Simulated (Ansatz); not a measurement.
Start from CdS in the zinc blende structure (space group F-43m, No. 216; a = 5.878 Å). Axes: x, y, z lie along the cube axes.

Now apply this change: a free-standing slab of 2 layers (4 atoms, 2 a layer) is cut normal to [110], with 15 Å of vacuum and the in-plane cell held at bulk.

Computed with r2SCAN (Ansatz, a program for electronic structure), no SOC.

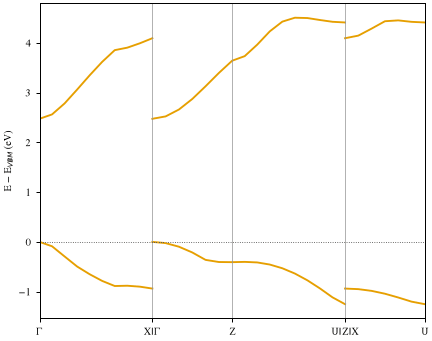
Figure: Highest valence and lowest conduction band along the path of the changed cell's own zone

Question: From the figure, how large is the changed gap, and is it direct?

Answer: About 2.5 eV, direct at Γ.

No phonon test of stability was made. k-point labels follow each cell's own Brillouin zone.
